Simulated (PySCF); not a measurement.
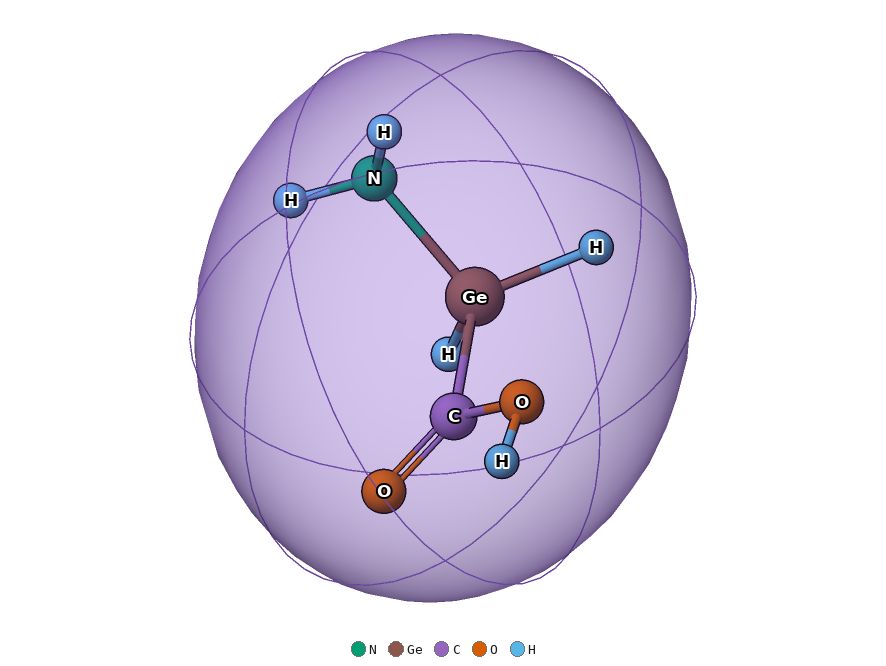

The ellipsoid shows the static dipole polarisability: its half-axes are proportional to the principal values. Computed geometry: PBE0-D3(BJ)/def2-SVP optimisation. No frequency run is at hand to confirm it as a minimum. Computed with ωB97X-D/def2-SVPD (PySCF 2.14.0).

How large and how anisotropic is the polarisability?

Answer. Principal values 51.6, 57.9, 68.1 bohr³; mean 59.2 bohr³ (8.77 Å³); anisotropy 14.4 bohr³, so the longest axis is 1.32 times the shortest.
